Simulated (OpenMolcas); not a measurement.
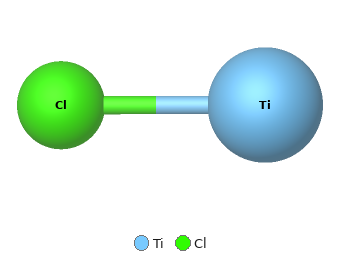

The molecule at the reference distance of 2.254 Å.

## TiCl: relativistic diatomic calculation (part 1 of 2)

- system: TiCl.
- method: SA-CASSCF(9,9)/XMS-CASPT2 + RASSI spin-orbit (X2C scalar, AMFI), ANO-RCC-VTZP (OpenMolcas)

### Output (extracts)
```
++    Wave function specifications:
      Number of closed shell electrons          30
      Number of electrons in active shells       9
      Number of inactive orbitals               15
      Number of active orbitals                  9
      Number of secondary orbitals              69
      Spin quantum number                      2.5
      State symmetry                             1
++    Orbital specifications:
      Symmetry species                           1   2
                                                 a   b
      Frozen orbitals                            0   0
      Inactive orbitals                          9   6
      Active orbitals                            5   4
      RAS2 orbitals                              5   4
      Secondary orbitals                        35  34
      Number of basis functions                 49  44
      printout of CI-coefficients larger than  0.15 for root  1
      energy=   -1313.557649
      conf/sym  11111 2222     Coeff  Weight
           216  u2u0u 2uu0   0.57150 0.32662
           220  u2u0u u20u  -0.57150 0.32662
           313  02uuu u2u0  -0.40043 0.16035
           315  02uuu 2u0u   0.40043 0.16035
      printout of CI-coefficients larger than  0.15 for root  2
      energy=   -1313.557649
      conf/sym  11111 2222     Coeff  Weight
           264  u20uu 2uu0   0.57150 0.32662
           268  u20uu u20u  -0.57150 0.32662
           312  02uuu 2uu0  -0.40043 0.16035
           316  02uuu u20u  -0.40043 0.16035
      printout of CI-coefficients larger than  0.15 for root  3
      energy=   -1313.556990
      conf/sym  11111 2222     Coeff  Weight
           217  u2u0u u2u0   0.33901 0.11492
           219  u2u0u 2u0u  -0.33901 0.11492
           264  u20uu 2uu0   0.33901 0.11492
           268  u20uu u20u   0.33901 0.11492
           312  02uuu 2uu0  -0.51796 0.26828
           316  02uuu u20u   0.51796 0.26828
      printout of CI-coefficients larger than  0.15 for root  4
      energy=   -1313.556074
      conf/sym  11111 2222     Coeff  Weight
           216  u2u0u 2uu0  -0.37024 0.13708
           220  u2u0u u20u  -0.37024 0.13708
           265  u20uu u2u0   0.37024 0.13708
           267  u20uu 2u0u  -0.37024 0.13708
           313  02uuu u2u0  -0.47494 0.22557
           315  02uuu 2u0u  -0.47494 0.22557
      printout of CI-coefficients larger than  0.15 for root  5
      energy=   -1313.554253
      conf/sym  11111 2222     Coeff  Weight
           217  u2u0u u2u0   0.48735 0.23751
           219  u2u0u 2u0u  -0.48735 0.23751
           264  u20uu 2uu0  -0.48735 0.23751
           268  u20uu u20u  -0.48735 0.23751
      printout of CI-coefficients larger than  0.15 for root  6
      energy=   -1313.554253
      conf/sym  11111 2222     Coeff  Weight
           216  u2u0u 2uu0   0.48735 0.23751
           220  u2u0u u20u   0.48735 0.23751
           265  u20uu u2u0   0.48735 0.23751
           267  u20uu 2u0u  -0.48735 0.23751
      printout of CI-coefficients larger than  0.15 for root  7
      energy=   -1313.553677
      conf/sym  11111 2222     Coeff  Weight
           217  u2u0u u2u0   0.57608 0.33187
           219  u2u0u 2u0u   0.57608 0.33186
           264  u20uu 2uu0   0.27587 0.07611
           268  u20uu u20u  -0.27588 0.07611
           312  02uuu 2uu0   0.29806 0.08884
           316  02uuu u20u   0.29806 0.08884
      printout of CI-coefficients larger than  0.15 for root  8
      energy=   -1313.553677
      conf/sym  11111 2222     Coeff  Weight
           216  u2u0u 2uu0   0.27587 0.07611
           220  u2u0u u20u  -0.27587 0.07611
           265  u20uu u2u0  -0.57608 0.33187
           267  u20uu 2u0u  -0.57608 0.33186
           313  02uuu u2u0   0.29806 0.08884
           315  02uuu 2u0u  -0.29806 0.08884
      printout of CI-coefficients larger than  0.15 for root  9
      energy=   -1313.545633
      conf/sym  11111 2222     Coeff  Weight
           604  0u0uu 22uu  -0.98468 0.96959
      printout of CI-coefficients larger than  0.15 for root 10
      energy=   -1313.545633
      conf/sym  11111 2222     Coeff  Weight
           592  0uu0u 22uu  -0.98468 0.96959
      Natural orbitals and occupation numbers for root  1
      sym 1:   0.661534   1.982625   0.975981   0.345257   1.000007
      sym 2:   1.508554   1.508552   0.508745   0.508745
      Natural orbitals and occupation numbers for root  2
      sym 1:   0.661534   1.982625   0.345257   0.975981   1.000007
      sym 2:   1.508554   1.508553   0.508745   0.508744
      Natural orbitals and occupation numbers for root  3
      sym 1:   0.463118   1.996577   0.768662   0.768662   1.000002
      sym 2:   1.501603   1.501603   0.499887   0.499887
      Natural orbitals and occupation numbers for root  4
      sym 1:   0.548441   1.999876   0.725810   0.725810   0.999977
      sym 2:   1.499952   1.499954   0.500090   0.500090
      Natural orbitals and occupation numbers for root  5
      sym 1:   1.000014   1.999948   0.500007   0.500007   0.999999
      sym 2:   1.499973   1.499972   0.500040   0.500041
      Natural orbitals and occupation numbers for root  6
      sym 1:   1.000014   1.999948   0.500007   0.500007   0.999999
      sym 2:   1.499973   1.499972   0.500040   0.500041
      Natural orbitals and occupation numbers for root  7
      sym 1:   0.816461   1.994093   0.847711   0.330074   0.999962
      sym 2:   1.502864   1.502865   0.502985   0.502984
      Natural orbitals and occupation numbers for root  8
      sym 1:   0.816461   1.994093   0.330074   0.847711   0.999962
      sym 2:   1.502864   1.502865   0.502985   0.502984
      Natural orbitals and occupation numbers for root  9
      sym 1:   0.025950   1.028796   0.015148   0.987797   0.999989
      sym 2:   1.985540   1.985540   0.985620   0.985620
      Natural orbitals and occupation numbers for root 10
      sym 1:   0.025950   1.028796   0.987797   0.015148   0.999989
      sym 2:   1.985540   1.985540   0.985620   0.985620
      RASSCF energy for state 10                  -1313.54563292
::    RASSCF root number  1 Total energy:  -1313.55764883
::    RASSCF root number  2 Total energy:  -1313.55764883
::    RASSCF root number  3 Total energy:  -1313.55699029
::    RASSCF root number  4 Total energy:  -1313.55607382
::    RASSCF root number  5 Total energy:  -1313.55425345
::    RASSCF root number  6 Total energy:  -1313.55425345
::    RASSCF root number  7 Total energy:  -1313.55367699
::    RASSCF root number  8 Total energy:  -1313.55367699
::    RASSCF root number  9 Total energy:  -1313.54563292
::    RASSCF root number 10 Total energy:  -1313.54563292
      Von Neumann Entropy (Root   1) =  3.60151
++    Wave function specifications:
      Number of closed shell electrons           8
      Number of electrons in active shells       9
      Number of inactive orbitals                4
      Number of active orbitals                  9
      Number of secondary orbitals              69
      Spin quantum number                      2.5
      State symmetry                             1
      Number of CSFs                           615
      Number of CASSCF root(s) available        10
      CASPT2 state passed to geometry opt.      10
      A file JOBMIX will be created
      This is a MULTI-STATE CASSCF reference
      Number of CI roots used                   10
      These are:                                 1   2   3   4   5   6   7   8   9  10
      Off-diagonal elements of Heff are computed
  FINAL CASPT2 RESULT:
      Reference energy:       -1313.5576488327
      E2 (Non-variational):      -0.4825180823
      Shift correction:          -0.0034761192
      E2 (Variational):          -0.4859942015
      Total energy:           -1314.0436430342
      Reference weight:           0.86824
  FINAL CASPT2 RESULT:
      Reference energy:       -1313.5576488327
      E2 (Non-variational):      -0.4826458209
      Shift correction:          -0.0034759199
      E2 (Variational):          -0.4861217408
      Total energy:           -1314.0437705734
      Reference weight:           0.86816
  FINAL CASPT2 RESULT:
      Reference energy:       -1313.5569902905
      E2 (Non-variational):      -0.4824288435
      Shift correction:          -0.0034154122
      E2 (Variational):          -0.4858442557
      Total energy:           -1314.0428345462
      Reference weight:           0.86886
  FINAL CASPT2 RESULT:
      Reference energy:       -1313.5560738191
      E2 (Non-variational):      -0.4822588033
      Shift correction:          -0.0034912940
      E2 (Variational):          -0.4857500973
      Total energy:           -1314.0418239164
      Reference weight:           0.86827
  FINAL CASPT2 RESULT:
      Reference energy:       -1313.5542534516
      E2 (Non-variational):      -0.4843379750
      Shift correction:          -0.0040107661
      E2 (Variational):          -0.4883487411
      Total energy:           -1314.0426021927
      Reference weight:           0.86300
  FINAL CASPT2 RESULT:
      Reference energy:       -1313.5542534516
      E2 (Non-variational):      -0.4843347408
      Shift correction:          -0.0040104737
      E2 (Variational):          -0.4883452145
      Total energy:           -1314.0425986661
      Reference weight:           0.86301
  FINAL CASPT2 RESULT:
      Reference energy:       -1313.5536769903
      E2 (Non-variational):      -0.4850273481
      Shift correction:          -0.0040663236
      E2 (Variational):          -0.4890936717
      Total energy:           -1314.0427706620
      Reference weight:           0.86254
  FINAL CASPT2 RESULT:
      Reference energy:       -1313.5536769903
      E2 (Non-variational):      -0.4851207823
      Shift correction:          -0.0040652004
      E2 (Variational):          -0.4891859827
      Total energy:           -1314.0428629730
      Reference weight:           0.86252
  FINAL CASPT2 RESULT:
      Reference energy:       -1313.5456329243
      E2 (Non-variational):      -0.4917176716
      Shift correction:          -0.0036541686
      E2 (Variational):          -0.4953718401
      Total energy:           -1314.0410047644
      Reference weight:           0.86272
  FINAL CASPT2 RESULT:
      Reference energy:       -1313.5456329243
      E2 (Non-variational):      -0.4916712870
      Shift correction:          -0.0036541652
      E2 (Variational):          -0.4953254522
      Total energy:           -1314.0409583764
      Reference weight:           0.86274
       Total XMS-CASPT2 energies:
::    XMS-CASPT2 Root  1     Total energy:  -1314.04550944
::    XMS-CASPT2 Root  2     Total energy:  -1314.04547716
::    XMS-CASPT2 Root  3     Total energy:  -1314.04284767
::    XMS-CASPT2 Root  4     Total energy:  -1314.04259969
::    XMS-CASPT2 Root  5     Total energy:  -1314.04258900
::    XMS-CASPT2 Root  6     Total energy:  -1314.04226353
::    XMS-CASPT2 Root  7     Total energy:  -1314.04214210
::    XMS-CASPT2 Root  8     Total energy:  -1314.04182296
::    XMS-CASPT2 Root  9     Total energy:  -1314.03986535
::    XMS-CASPT2 Root 10     Total energy:  -1314.03975280
  SPIN-FREE ENERGIES:
  (Shifted by EMIN (a.u.) =      -1314.0455094393)
 SF State       Relative EMIN(au)   Rel lowest level(eV)    D:o, cm**(-1)      Abs_M
     1             0.0000000000        0.0000000000              0.0000         2.0
     2             0.0000322797        0.0008783746              7.0846         2.0
     3             0.0026617727        0.0724305259            584.1916         0.9
     4             0.0029097500        0.0791783307            638.6163         4.0
     5             0.0029204382        0.0794691706            640.9621         3.9
     6             0.0032459113        0.0883257449            712.3952         2.0
     7             0.0033673352        0.0916298597            739.0447         2.0
     8             0.0036864744        0.1003140786            809.0876         0.1
     9             0.0056440908        0.1535835349           1238.7347         2.0
    10             0.0057566356        0.1566460335           1263.4355         2.0
++ Dipole transition strengths (spin-free states):
     for osc. strength at least  1.00000000E-05
      From   To        Osc. strength     Einstein coefficients Ax, Ay, Az (sec-1)    Total A (sec-1)
         1    6       7.99535167E-05  0.00000000E+00  0.00000000E+00  2.70658542E+01  2.70658542E+01
         1    9       1.45130467E-05  0.00000000E+00  0.00000000E+00  1.48544802E+01  1.48544802E+01
         2    7       8.41641673E-05  0.00000000E+00  0.00000000E+00  3.00776750E+01  3.00776750E+01
         2   10       1.19931748E-05  0.00000000E+00  0.00000000E+00  1.26269453E+01  1.26269453E+01
         6    9       3.95604574E-05  0.00000000E+00  0.00000000E+00  7.31030636E+00  7.31030636E+00
         7   10       4.16178368E-05  0.00000000E+00  0.00000000E+00  7.63364338E+00  7.63364338E+00
 Electric-quadrupole - electric-quadrupole not included
 Electric-dipole - electric-octupole not included
 Electric-dipole - magnetic-quadrupole not included
   Eigenvalues of complex Hamiltonian:
  (Shifted by EMIN (a.u.) =      -1314.0455094393)
 SO State       Relative EMIN(au)   Rel lowest level(eV)    D:o, cm**(-1)      Omega
     1            -0.0011417658        0.0000000000              0.0000         0.5
     2            -0.0011417658        0.0000000000              0.0000         0.5
     3            -0.0005988162        0.0147744102            119.1637         0.5
     4            -0.0005988162        0.0147744102            119.1637         0.5
     5            -0.0001564799        0.0268109945            216.2453         1.5
     6            -0.0001564799        0.0268109945            216.2453         1.5
     7             0.0001504570        0.0351631733            283.6101         2.5
     8             0.0001504570        0.0351631733            283.6101         2.5
     9             0.0002976929        0.0391696672            315.9247         3.5
    10             0.0002976929        0.0391696672            315.9247         3.5
    11             0.0003006210        0.0392493430            316.5673         4.5
    12             0.0003006210        0.0392493430            316.5673         4.5
    13             0.0016332224        0.0755112762            609.0395         2.5
    14             0.0016332224        0.0755112762            609.0395         2.5
    15             0.0021638135        0.0899493953            725.4908         1.6
    16             0.0021638135        0.0899493953            725.4908         1.6
    17             0.0023113683        0.0939645646            757.8753         6.5
    18             0.0023113683        0.0939645646            757.8753         6.5
    19             0.0025538428        0.1005626333            811.0923         5.5
    20             0.0025538428        0.1005626333            811.0923         5.5
    21             0.0025847128        0.1014026478            817.8675         1.1
    22             0.0025847128        0.1014026478            817.8675         1.1
    23             0.0027981952        0.1072118008            864.7215         4.4
    24             0.0027981952        0.1072118008            864.7215         4.4
    25             0.0029226909        0.1105994996            892.0451         0.5
    26             0.0029226909        0.1105994996            892.0451         0.5
    27             0.0030276666        0.1134560339            915.0846         0.6
    28             0.0030276666        0.1134560339            915.0846         0.6
    29             0.0030306095        0.1135361165            915.7305         3.5
    30             0.0030306095        0.1135361165            915.7305         3.5
    31             0.0031797288        0.1175938569            948.4584         1.6
    32             0.0031797288        0.1175938569            948.4584         1.6
    33             0.0032684047        0.1200068536            967.9206         2.5
    34             0.0032684047        0.1200068536            967.9206         2.5
    35             0.0034607862        0.1252418208           1010.1434         2.5
    36             0.0034607862        0.1252418208           1010.1434         2.5
    37             0.0035084774        0.1265395622           1020.6104         1.5
    38             0.0035084774        0.1265395622           1020.6104         1.5
    39             0.0037649177        0.1335176585           1076.8925         0.5
    40             0.0037649177        0.1335176585           1076.8925         0.5
    41             0.0038203750        0.1350267288           1089.0640         3.5
    42             0.0038203750        0.1350267288           1089.0640         3.5
    43             0.0041923745        0.1451493520           1170.7085         1.5
    44             0.0041923745        0.1451493520           1170.7085         1.5
    45             0.0042933288        0.1478964585           1192.8654         4.5
    46             0.0042933288        0.1478964585           1192.8654         4.5
    47             0.0047253676        0.1596528315           1287.6869         2.5
    48             0.0047253676        0.1596528315           1287.6869         2.5
    49             0.0056419277        0.1845937026           1488.8486         3.4
    50             0.0056419277        0.1845937026           1488.8486         3.4
    51             0.0056420540        0.1845971413           1488.8764         2.3
    52             0.0056420540        0.1845971413           1488.8764         2.3
    53             0.0056686622        0.1853211866           1494.7162         4.4
    54             0.0056686622        0.1853211866           1494.7162         4.4
    55             0.0057697064        0.1880707395           1516.8928         1.8
    56             0.0057697064        0.1880707395           1516.8928         1.8
    57             0.0058574062        0.1904571731           1536.1407         1.1
    58             0.0058574062        0.1904571731           1536.1407         1.1
    59             0.0060027151        0.1944112276           1568.0323         0.9
    60             0.0060027151        0.1944112276           1568.0323         0.9
 Weights of the five most important spin-orbit-free states for each spin-orbit state.
 SO State  Total energy (au)           Spin-free states, spin, and weights
    1        -0.001142       1 2.5  0.4655    2 2.5  0.4514    6 2.5  0.0380    7 2.5  0.0364   10 2.5  0.0046
    2        -0.001142       1 2.5  0.4655    2 2.5  0.4514    6 2.5  0.0380    7 2.5  0.0364   10 2.5  0.0046
    3        -0.000599       1 2.5  0.4958    2 2.5  0.4665    6 2.5  0.0169    7 2.5  0.0165   10 2.5  0.0023
    4        -0.000599       1 2.5  0.4958    2 2.5  0.4665    6 2.5  0.0169    7 2.5  0.0165   10 2.5  0.0023
    5        -0.000156       1 2.5  0.5487    2 2.5  0.4463    7 2.5  0.0023    6 2.5  0.0021   10 2.5  0.0004
    6        -0.000156       1 2.5  0.5487    2 2.5  0.4463    7 2.5  0.0023    6 2.5  0.0021   10 2.5  0.0004
    7         0.000150       2 2.5  0.5482    1 2.5  0.4463    6 2.5  0.0027    7 2.5  0.0020    9 2.5  0.0004
    8         0.000150       2 2.5  0.5482    1 2.5  0.4463    6 2.5  0.0027    7 2.5  0.0020    9 2.5  0.0004
    9         0.000298       2 2.5  0.4892    1 2.5  0.4635    6 2.5  0.0214    7 2.5  0.0177    9 2.5  0.0041
   10         0.000298       2 2.5  0.4892    1 2.5  0.4635    6 2.5  0.0214    7 2.5  0.0177    9 2.5  0.0041
   11         0.000301       2 2.5  0.4463    1 2.5  0.4395    6 2.5  0.0488    7 2.5  0.0418   10 2.5  0.0120
   12         0.000301       2 2.5  0.4463    1 2.5  0.4395    6 2.5  0.0488    7 2.5  0.0418   10 2.5  0.0120
   13         0.001633       3 2.5  0.6469    8 2.5  0.3327    5 2.5  0.0170    4 2.5  0.0034    7 2.5  0.0000
   14         0.001633       3 2.5  0.6469    8 2.5  0.3327    5 2.5  0.0170    4 2.5  0.0034    7 2.5  0.0000
   15         0.002164       3 2.5  0.7399    8 2.5  0.2435    5 2.5  0.0098    4 2.5  0.0068    7 2.5  0.0000
   16         0.002164       3 2.5  0.7399    8 2.5  0.2435    5 2.5  0.0098    4 2.5  0.0068    7 2.5  0.0000
   17         0.002311       4 2.5  0.4950    5 2.5  0.4889    3 2.5  0.0120    8 2.5  0.0042    6 2.5  0.0000
   18         0.002311       4 2.5  0.4950    5 2.5  0.4889    3 2.5  0.0120    8 2.5  0.0042    6 2.5  0.0000
   19         0.002554       5 2.5  0.4976    4 2.5  0.4915    8 2.5  0.0070    3 2.5  0.0039    6 2.5  0.0000
   20         0.002554       5 2.5  0.4976    4 2.5  0.4915    8 2.5  0.0070    3 2.5  0.0039    6 2.5  0.0000
   21         0.002585       3 2.5  0.9272    8 2.5  0.0617    4 2.5  0.0108    5 2.5  0.0003    6 2.5  0.0000
   22         0.002585       3 2.5  0.9272    8 2.5  0.0617    4 2.5  0.0108    5 2.5  0.0003    6 2.5  0.0000
   23         0.002798       4 2.5  0.4994    5 2.5  0.4936    8 2.5  0.0049    3 2.5  0.0021    6 2.5  0.0000
   24         0.002798       4 2.5  0.4994    5 2.5  0.4936    8 2.5  0.0049    3 2.5  0.0021    6 2.5  0.0000
   25         0.002923       6 2.5  0.4833    7 2.5  0.4250    2 2.5  0.0379    1 2.5  0.0279    9 2.5  0.0140
   26         0.002923       6 2.5  0.4833    7 2.5  0.4250    2 2.5  0.0379    1 2.5  0.0279    9 2.5  0.0140
   27         0.003028       6 2.5  0.5460    7 2.5  0.4143    2 2.5  0.0194    1 2.5  0.0122    9 2.5  0.0043
```

(Continued in part 2.) Outcome of the run: converged; components of a degenerate state are split by 25 cm⁻¹.
